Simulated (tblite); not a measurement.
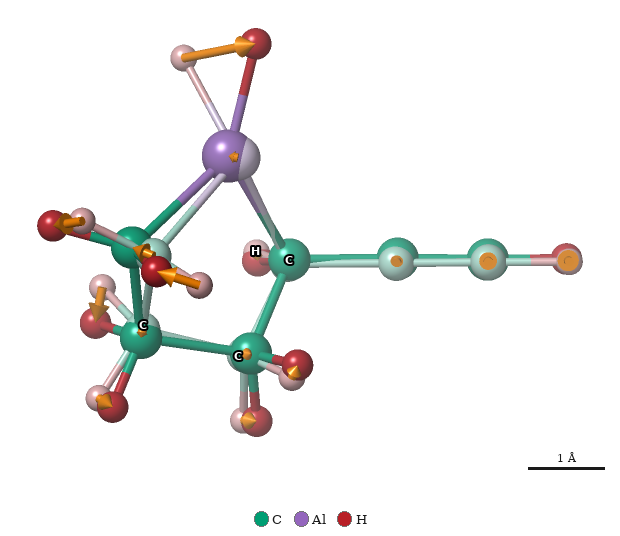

This is a relaxation of C6H9Al. The starting structure is drawn faded, the final one solid; orange arrows show the displacements, at their true length. The two geometries are superimposed by the best rigid fit.

A ball-and-stick model, seen at a tilt.

Computed with GFN2-xTB geometry optimisation, gas phase in tblite 0.8.0. 

> Atoms of which element are displaced furthest, and by how much?

Hydrogen: up to 1.21 Å, against 0.34 Å for carbon.

> What did the optimiser do to the structure, and how much energy did it gain?

After 117 geometry steps the energy has fallen by 0.737 eV. An H atom moves most after the best rigid fit: 1.21 Å. Largest moves by element: H 1.21 Å, C 0.34 Å, Al 0.13 Å. Near-neighbour distances that change, for instance: Al–H 1.609 → 1.540 Å, C–C 1.490 → 1.537 Å, C–C 1.512 → 1.550 Å, Al–C 2.029 → 1.997 Å. Bond angles that change, for instance: C–Al–H 118.0° → 133.6°, Al–C–H 110.7° → 120.1°, C–Al–H 119.6° → 128.9°. The run took 1.3 s on 1 thread of Arm Neoverse N1 (shared host).
